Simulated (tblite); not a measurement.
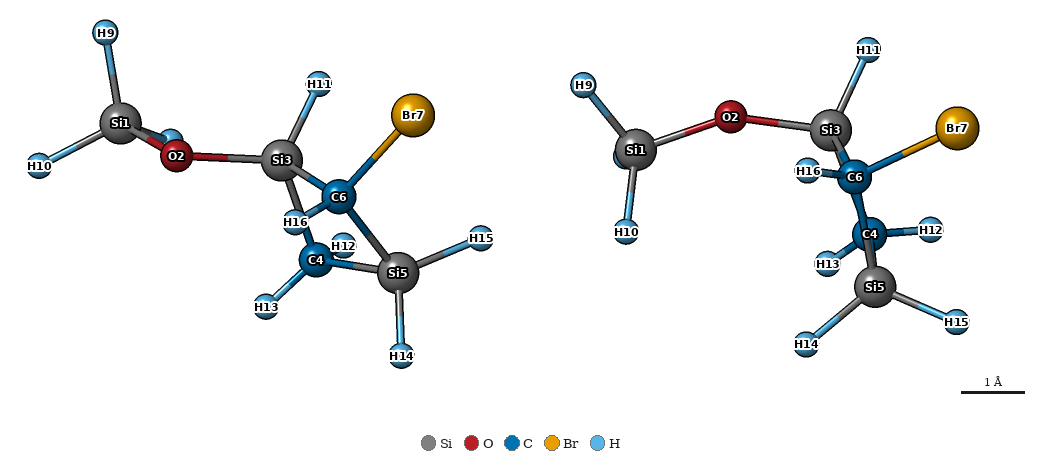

Two geometries of C$_{2}$H$_{9}$BrOSi$_{3}$, drawn at one scale. One is the start of a relaxation, the other its converged end. The picture is a ball-and-stick view, seen from a free direction.

These are results of GFN2-xTB geometry optimisation, gas phase (tblite 0.8.0), not measurements. 

Which of the two is the end point?

The right one is the relaxed one. The energy falls by 19.9 kcal/mol in 185 geometry steps. An H atom moves most after the best rigid fit: 1.86 Å. Largest moves by element: H 1.86 Å, O 1.18 Å, Si 0.76 Å, C 0.73 Å, Br 0.48 Å. Near-neighbour distances that change, for instance: Si–Si 2.851 → 3.154 Å, O–Si 1.731 → 1.624 Å, O–Si 1.705 → 1.618 Å, C–Si 1.858 → 1.931 Å. Among the angles between lasting bonds that change: Si–O–Si 112.1° → 153.2°, O–Si–H 115.2° → 104.8°, Si–C–H 110.6° → 118.6°. Groups turn about O–Si by about 110°, O–Si by about 105°, C–Si by about 35°. Cost: 3 s on 1 thread of Arm Neoverse N1, on a shared host.
